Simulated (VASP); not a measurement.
Band structure of CaF2 (fluorite). Method: MS2 meta-GGA, VASP's PBE PAW potentials (set 64) (plane waves; VASP 6.6.1).

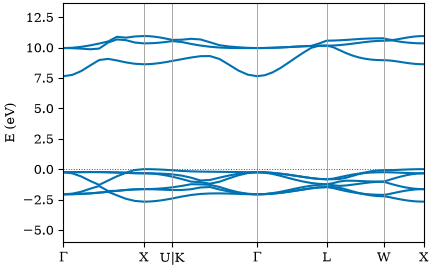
Bands along high-symmetry lines, zero at the valence-band maximum or, without a gap, the Fermi level

Read the plot: is there a gap, and where are the band edges?

The gap is indirect, 7.64 eV, from the valence maximum at X to the conduction minimum at Γ.

Measured: gap 11.80 eV (computed value off by -4.16 eV), as given by E. Cadelano et al., The European Physical Journal B (2011), arXiv:1107.5962.

The compound is CaF2 in the fluorite structure. It was relaxed first.
